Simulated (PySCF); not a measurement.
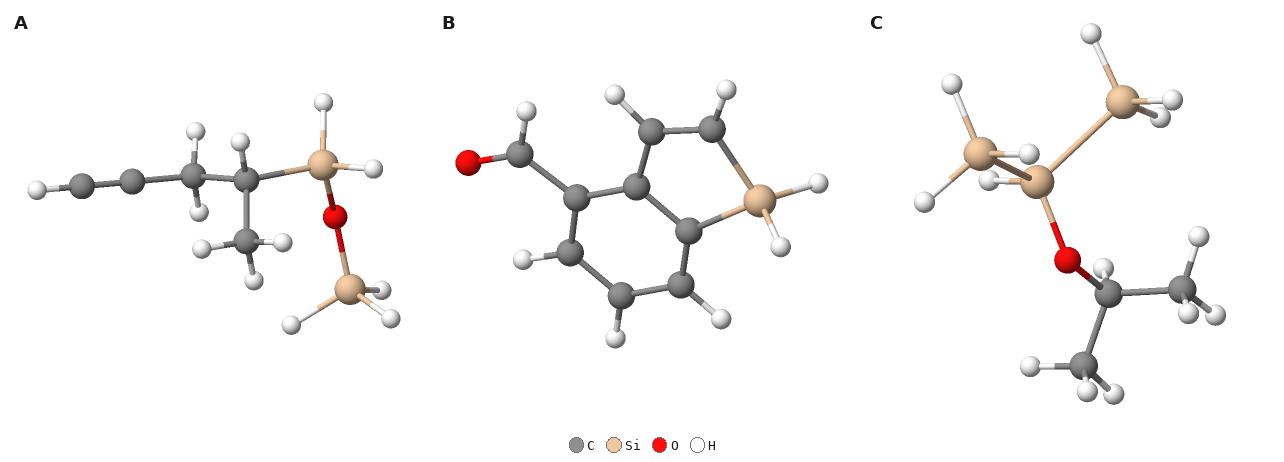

The picture comes from a calculation with PySCF.

```xyz
20
charge 0, multiplicity 1
C    -3.8516    0.1588   -0.6648
C    -2.7101    0.5642   -0.6496
C    -1.3372    1.0533   -0.6003
C    -0.7029    0.9663    0.8010
C    -0.6598   -0.4664    1.3306
Si    1.0079    1.7574    0.8055
O     1.9969    0.9785   -0.2785
Si    2.8473   -0.3821   -0.6811
H    -4.8636   -0.2005   -0.6856
H    -1.3235    2.0969   -0.9603
H    -0.7252    0.4790   -1.3185
H    -1.3153    1.5804    1.4886
H    -1.6672   -0.9118    1.3447
H    -0.0289   -1.1115    0.6966
H    -0.2575   -0.5080    2.3544
H     1.5962    1.6662    2.1784
H     0.9257    3.1882    0.3880
H     1.9565   -1.3428   -1.4000
H     3.3845   -1.0445    0.5469
H     3.9765    0.0004   -1.5751
```

Which panel shows the molecule in this file?

A. The file holds C5H12OSi2, `C#CC[C@@H](C)[SiH2]O[SiH3]`.
